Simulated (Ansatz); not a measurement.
**Fields on a plane of InAs (zinc blende)**

```
CELL_PARAMETERS angstrom
      0.00000     3.04368     3.04368
      3.04368     0.00000     3.04368
      3.04368     3.04368     0.00000
ATOMIC_POSITIONS crystal
  As 0.75000 0.75000 0.75000
  In 0.00000 0.00000 0.00000
```

The slice is a {111} plane (indices of the conventional cell) through the point (0.000, 0.000, 0.000) (fractional), spanned by u = [100] and v = [-1 2 0] in vectors of this cell: u (4.30 Å) and v (7.46 Å, at 90° to u). It covers one period; positions are fractions (u, v).

Atoms on it: In at (0.00, 0.00); In at (0.50, 0.50). Other atoms lie within 1 Å of the plane.

Level of theory: PBEsol (plane waves to 420 eV, PAW, scalar-relativistic; Ansatz, a first-principles code). k mesh 9×9×9. Near the nuclei the fields are pseudised (PAW); where an atom keeps semicore shells as valence, they peak there. At this level the bands of InAs touch or barely overlap; measurements give the solid a gap. InAs was relaxed with its symmetry unable to fall. The PAW data are Ansatz's earlier set.

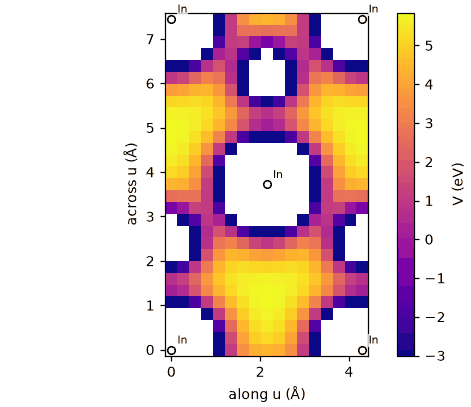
Figure: Electrostatic potential energy of an electron, from the cell's mean, in eV, one period of the plane, atoms marked. Points within 1 Å of a nucleus are left white, as the pseudised field means little there. Values under -3 eV are set to -3. The zero, the cell's mean, hangs on the PAW cores.

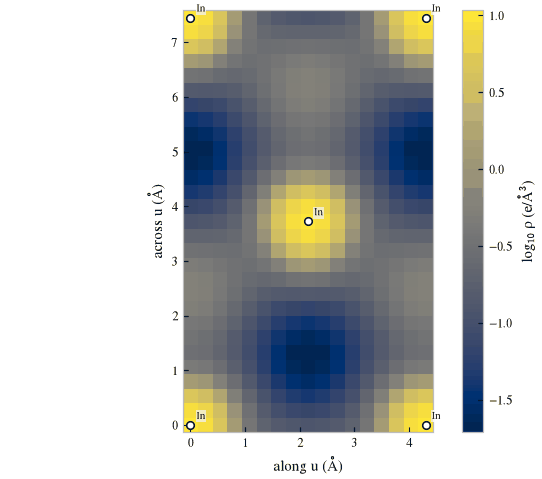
Figure. Log₁₀ of the valence density in e/Å³, one period of the plane, atoms marked. The scale is logarithmic, as a density can span decades between atoms and voids.
